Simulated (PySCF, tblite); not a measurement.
# C₂H₈O₂Si₃: a rotation path, then NMR shifts on frames, part 2 of 2

tblite 0.8.0 and PySCF 2.14.0. Atoms count from 0.

**5. Nuclear shieldings: image 5, PBE0/pcSseg-1**

What the job is given:

```
{"job": {"kind": "nmr", "xc": "PBE0", "basis": "pcSseg-1", "pop": false}, "charge": 0, "multiplicity": 1}
C     -1.879700     1.831600     0.683300
C     -1.829500     0.951500    -0.134500
Si    -1.668300    -0.415400    -1.375700
O     -0.379200    -1.345600    -1.046700
Si     0.891400    -1.836100    -0.179000
O      1.588800    -0.596300     0.584700
Si     1.751800     0.962900     0.990300
H     -1.928600     2.601300     1.400100
H     -2.827800    -1.303900    -1.280900
H     -1.421000     0.151000    -2.702600
H      0.414700    -2.742000     0.855700
H      1.850300    -2.348700    -1.145300
H      2.985200     0.984800     1.773900
H      0.594400     1.356600     1.788800
H      1.853200     1.756400    -0.233900
```

Level: GIAO PBE0/pcSseg-1 NMR shielding, non-relativistic, gas phase.

The program printed:

```text
coarse grid: 14176 points
cycle   1  E = -1099.0936811260  dE =  8.028e-01  |g| = 1.057e+00  |ddm| = 3.693e+00
cycle   2  E = -1098.7997932770  dE =  2.939e-01  |g| = 1.630e+00  |ddm| = 2.064e+00
cycle   3  E = -1099.2872751018  dE = -4.875e-01  |g| = 1.285e-01  |ddm| = 1.425e+00
cycle   4  E = -1099.2900720558  dE = -2.797e-03  |g| = 6.566e-02  |ddm| = 1.600e-01
cycle   5  E = -1099.2908279149  dE = -7.559e-04  |g| = 3.966e-02  |ddm| = 6.788e-02
cycle   6  E = -1099.2912167671  dE = -3.889e-04  |g| = 3.524e-03  |ddm| = 2.727e-02
cycle   7  E = -1099.2912199784  dE = -3.211e-06  |g| = 7.008e-04  |ddm| = 4.615e-03
final grid: 123592 points
cycle   8  E = -1099.3524323557  dE = -1.191e-05  |g| = 9.689e-03  |ddm| = 2.524e-02
cycle   9  E = -1099.3524122603  dE =  2.010e-05  |g| = 1.446e-02  |ddm| = 1.617e-02
cycle  10  E = -1099.3524485028  dE = -3.624e-05  |g| = 7.088e-04  |ddm| = 9.770e-03
cycle  11  E = -1099.3524486134  dE = -1.106e-07  |g| = 1.552e-04  |ddm| = 8.262e-04
cycle  12  E = -1099.3524486183  dE = -4.899e-09  |g| = 6.829e-05  |ddm| = 1.740e-04
cycle  13  E = -1099.3524486191  dE = -7.760e-10  |g| = 2.832e-05  |ddm| = 5.979e-05
converged SCF energy = -1099.3524486191

GIAO shielding tensors (ppm)
atom      isotropic    diamagn.    paramagn.     s11        s22        s33       span
  0 C       80.750     262.010    -181.260     -2.887      2.248    242.891    245.778
  1 C       95.390     264.469    -169.079     -1.348      7.146    280.371    281.719
  2 Si     406.469     880.531    -474.062    366.629    397.337    455.442     88.813
  3 O      273.160     402.142    -128.982    226.872    240.576    352.032    125.160
  4 Si     396.831     881.139    -484.309    391.567    396.822    402.103     10.535
  5 O      296.009     401.644    -105.635    243.326    279.979    364.722    121.396
  6 Si     390.651     881.023    -490.372    354.714    365.834    451.404     96.690
  7 H       29.626      34.041      -4.415     24.540     25.512     38.826     14.286
  8 H       26.466      27.737      -1.271     22.893     24.766     31.738      8.846
  9 H       26.440      28.777      -2.336     23.063     24.678     31.581      8.518
 10 H       26.745      30.075      -3.330     23.259     24.508     32.466      9.207
 11 H       26.820      29.070      -2.250     23.082     24.615     32.764      9.682
 12 H       26.555      29.265      -2.710     22.931     24.876     31.859      8.927
 13 H       26.152      33.453      -7.301     22.222     26.441     29.793      7.571
 14 H       26.488      31.660      -5.172     23.855     24.730     30.879      7.024
```

It took 57 s on 1 thread, shared host.

This run: δ C0 106.2, C1 91.5, Si6 -41.5, Si4 -47.7, H13 5.56, H9 5.28 ppm.

**6. NMR shieldings: image 6, PBE0/pcSseg-1**

What the job is given:

```
{"job": {"kind": "nmr", "xc": "PBE0", "basis": "pcSseg-1", "pop": false}, "charge": 0, "multiplicity": 1}
C     -1.696100     2.007400     0.461800
C     -1.742500     1.034700    -0.243800
Si    -1.724200    -0.478000    -1.314900
O     -0.359100    -1.326800    -1.089500
Si     0.955700    -1.812900    -0.287000
O      1.596700    -0.604300     0.569600
Si     1.645000     0.906900     1.150100
H     -1.660700     2.857700     1.081600
H     -2.828500    -1.358700    -0.928600
H     -1.698100    -0.089200    -2.725300
H      0.555300    -2.834100     0.670400
H      1.923500    -2.180500    -1.308500
H      2.902700     0.945400     1.893900
H      0.490800     1.101800     2.024900
H      1.635000     1.838500     0.023200
```

With the program's defaults for keys left out, this is: GIAO PBE0/pcSseg-1 NMR shielding, non-relativistic, gas phase.

The program printed:

```text
coarse grid: 14176 points
cycle   1  E = -1099.0936713304  dE =  8.033e-01  |g| = 1.057e+00  |ddm| = 3.697e+00
cycle   2  E = -1098.7980063323  dE =  2.957e-01  |g| = 1.632e+00  |ddm| = 2.075e+00
cycle   3  E = -1099.2871134243  dE = -4.891e-01  |g| = 1.292e-01  |ddm| = 1.435e+00
cycle   4  E = -1099.2899001249  dE = -2.787e-03  |g| = 6.747e-02  |ddm| = 1.607e-01
cycle   5  E = -1099.2907121855  dE = -8.121e-04  |g| = 3.991e-02  |ddm| = 6.870e-02
cycle   6  E = -1099.2911054687  dE = -3.933e-04  |g| = 3.523e-03  |ddm| = 2.755e-02
cycle   7  E = -1099.2911086861  dE = -3.217e-06  |g| = 7.142e-04  |ddm| = 4.639e-03
final grid: 123592 points
cycle   8  E = -1099.3524555481  dE = -1.272e-05  |g| = 9.606e-03  |ddm| = 2.726e-02
cycle   9  E = -1099.3524353838  dE =  2.016e-05  |g| = 1.443e-02  |ddm| = 1.586e-02
cycle  10  E = -1099.3524712624  dE = -3.588e-05  |g| = 6.514e-04  |ddm| = 9.701e-03
cycle  11  E = -1099.3524713525  dE = -9.010e-08  |g| = 1.586e-04  |ddm| = 7.685e-04
cycle  12  E = -1099.3524713575  dE = -5.049e-09  |g| = 7.014e-05  |ddm| = 1.765e-04
cycle  13  E = -1099.3524713584  dE = -8.156e-10  |g| = 2.655e-05  |ddm| = 5.932e-05
converged SCF energy = -1099.3524713584

GIAO shielding tensors (ppm)
atom      isotropic    diamagn.    paramagn.     s11        s22        s33       span
  0 C       80.488     262.244    -181.757     -2.159      1.114    242.509    244.668
  1 C       95.169     264.507    -169.338     -1.529      7.118    279.916    281.445
  2 Si     406.598     880.569    -473.971    366.710    397.371    455.715     89.005
  3 O      273.089     402.210    -129.121    221.819    240.206    357.241    135.421
  4 Si     396.996     881.117    -484.120    391.790    396.569    402.630     10.841
  5 O      296.582     401.781    -105.198    242.963    279.831    366.952    123.988
  6 Si     390.212     881.045    -490.833    357.183    363.884    449.571     92.388
  7 H       29.666      34.124      -4.458     24.619     25.618     38.761     14.142
  8 H       26.440      28.110      -1.670     22.942     24.729     31.649      8.707
  9 H       26.455      28.310      -1.855     22.953     24.716     31.696      8.743
 10 H       26.740      29.890      -3.150     23.213     24.506     32.500      9.288
 11 H       26.815      29.151      -2.336     23.076     24.597     32.772      9.695
 12 H       26.550      29.315      -2.766     22.913     24.910     31.826      8.913
 13 H       26.210      33.113      -6.903     22.830     26.120     29.679      6.849
 14 H       26.389      32.151      -5.762     23.711     25.050     30.408      6.697
```

Run time: 60 s. Hardware: 1 thread, shared host.

Key values: δ C0 106.4, C1 91.8, Si6 -41.1, Si4 -47.8, H13 5.51, H14 5.33 ppm.

**7. Nuclear shieldings: image 8, PBE0/pcSseg-1**

What the job is given:

```
{"job": {"kind": "nmr", "xc": "PBE0", "basis": "pcSseg-1", "pop": false}, "charge": 0, "multiplicity": 1}
C     -1.556500     2.349500    -0.162800
C     -1.660300     1.206400    -0.521100
Si    -1.821200    -0.560600    -1.057900
O     -0.370700    -1.286200    -1.099800
Si     1.088400    -1.693100    -0.540300
O      1.606500    -0.644700     0.571900
Si     1.541000     0.687100     1.490300
H     -1.468500     3.351100     0.149200
H     -2.655000    -1.274100    -0.087100
H     -2.286400    -0.629100    -2.443200
H      0.958800    -2.975800     0.135700
H      1.989600    -1.609100    -1.678700
H      2.708000     0.550200     2.360900
H      0.288900     0.681000     2.244900
H      1.632900     1.855200     0.616100
```

Level: GIAO PBE0/pcSseg-1 NMR shielding, non-relativistic, gas phase.

The program printed:

```text
coarse grid: 14176 points
cycle   1  E = -1099.0943393277  dE =  7.969e-01  |g| = 1.057e+00  |ddm| = 3.696e+00
cycle   2  E = -1098.8019795859  dE =  2.924e-01  |g| = 1.628e+00  |ddm| = 2.046e+00
cycle   3  E = -1099.2879784716  dE = -4.860e-01  |g| = 1.277e-01  |ddm| = 1.413e+00
cycle   4  E = -1099.2907115520  dE = -2.733e-03  |g| = 6.576e-02  |ddm| = 1.586e-01
cycle   5  E = -1099.2914732485  dE = -7.617e-04  |g| = 3.939e-02  |ddm| = 6.708e-02
cycle   6  E = -1099.2918565792  dE = -3.833e-04  |g| = 3.510e-03  |ddm| = 2.699e-02
cycle   7  E = -1099.2918597802  dE = -3.201e-06  |g| = 7.096e-04  |ddm| = 4.546e-03
final grid: 123592 points
cycle   8  E = -1099.3534927314  dE = -1.201e-05  |g| = 9.772e-03  |ddm| = 2.271e-02
cycle   9  E = -1099.3534724529  dE =  2.028e-05  |g| = 1.456e-02  |ddm| = 1.602e-02
cycle  10  E = -1099.3535090361  dE = -3.658e-05  |g| = 7.159e-04  |ddm| = 9.821e-03
cycle  11  E = -1099.3535091472  dE = -1.111e-07  |g| = 1.802e-04  |ddm| = 8.223e-04
cycle  12  E = -1099.3535091521  dE = -4.913e-09  |g| = 1.101e-04  |ddm| = 1.922e-04
cycle  13  E = -1099.3535091549  dE = -2.783e-09  |g| = 2.724e-05  |ddm| = 8.501e-05
cycle  14  E = -1099.3535091551  dE = -1.776e-10  |g| = 8.359e-06  |ddm| = 2.442e-05
converged SCF energy = -1099.3535091551

GIAO shielding tensors (ppm)
atom      isotropic    diamagn.    paramagn.     s11        s22        s33       span
  0 C       82.417     262.132    -179.715     -0.454      3.724    243.980    244.434
  1 C       96.333     263.171    -166.838     -2.977      6.800    285.175    288.153
  2 Si     406.632     880.468    -473.836    368.534    395.492    455.871     87.337
  3 O      273.887     401.960    -128.073    226.608    242.844    352.208    125.600
  4 Si     397.148     881.071    -483.923    392.247    396.002    403.195     10.948
  5 O      296.532     401.534    -105.002    243.061    279.720    366.814    123.753
  6 Si     391.351     880.987    -489.635    359.469    362.330    452.254     92.785
  7 H       29.633      34.081      -4.448     24.590     25.340     38.969     14.379
  8 H       26.393      29.054      -2.662     23.132     24.721     31.325      8.194
  9 H       26.497      27.522      -1.025     22.835     24.866     31.790      8.954
 10 H       26.769      29.293      -2.524     23.086     24.611     32.609      9.522
 11 H       26.788      29.569      -2.781     23.119     24.612     32.632      9.513
 12 H       26.527      29.168      -2.641     22.898     24.866     31.817      8.918
 13 H       26.355      32.382      -6.027     23.439     25.471     30.154      6.714
 14 H       26.402      32.323      -5.922     23.544     25.314     30.347      6.803
```

It took 61 s on 1 thread, shared host.

Key values: δ C0 104.5, C1 90.6, Si6 -42.2, Si4 -48.0, H13 5.36, H8 5.32 ppm.

**8. Comparing the runs: NMR shifts**

Shifts (ppm) of some atoms, chosen among heavy atoms and hydrogens apart, with basis size and wall time:

| frame | C0 | C1 | H9 | H13 | Si6 | Si4 | O5 | functions | time |
| --- | --- | --- | --- | --- | --- | --- | --- | --- | --- |
| image 0 | 103.1 | 88.8 | 5.36 | 5.31 | -43.3 | -45.0 | 42.0 | 180 | 64 s |
| image 2 | 104.0 | 89.6 | 5.31 | 5.49 | -43.8 | -44.8 | 41.5 | 180 | 59 s |
| image 5 | 106.2 | 91.5 | 5.28 | 5.56 | -41.5 | -47.7 | 40.1 | 180 | 57 s |
| image 6 | 106.4 | 91.8 | 5.26 | 5.51 | -41.1 | -47.8 | 39.5 | 180 | 60 s |
| image 8 | 104.5 | 90.6 | 5.22 | 5.36 | -42.2 | -48.0 | 39.5 | 180 | 61 s |

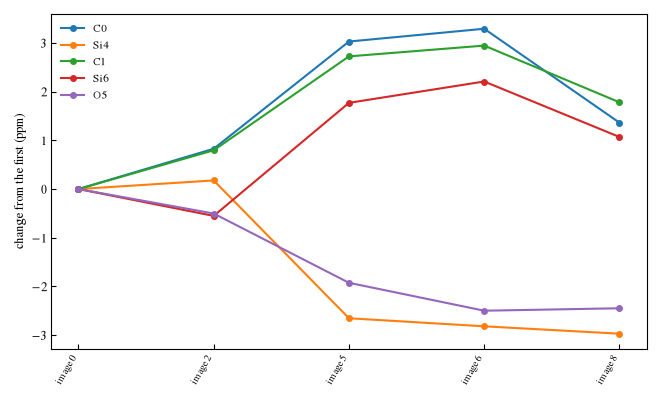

How five of the tabulated atoms move from run to run.

**9. Outcome**

What follows sums up all 2 parts.

```
                                        quantity                                               value
                                         barrier                  0.013 eV (0.3 kcal/mol) at image 5
                           end to end (GFN2-xTB)                                           -0.009 eV
 13C shifts against TMS (PBE0/pcSseg-1, image 0)                                     103.1, 88.8 ppm
  1H shifts against TMS (PBE0/pcSseg-1, image 0)  5.36, 5.31, 5.24, 5.24, 5.18, 5.02, 4.88, 2.07 ppm
29Si shifts against TMS (PBE0/pcSseg-1, image 0)                             -43.3, -45.0, -55.8 ppm
 17O shifts against H2O (PBE0/pcSseg-1, image 0)                                      62.8, 42.0 ppm
                        range of the shift of C0                                  103.1 to 106.4 ppm
```

Along the band the dihedral turns by 113°, and the top (dihedral 5°) lies 0.3 kcal/mol above the start (GFN2-xTB, rough), so at room temperature this motion is fast. Ends this close can change order at a higher level. The top was not checked by a frequency run. Shifts at one fixed geometry are not the observed spectrum, which averages over the motion. In the first frame run (image 0): Shielding is most anisotropic at C1 (span 290 ppm, paramagnetic term -163 ppm). In ppm, C0 moves most: its shift spreads over 3.3 ppm, from 103.1 (image 0) to 106.4 (image 6).
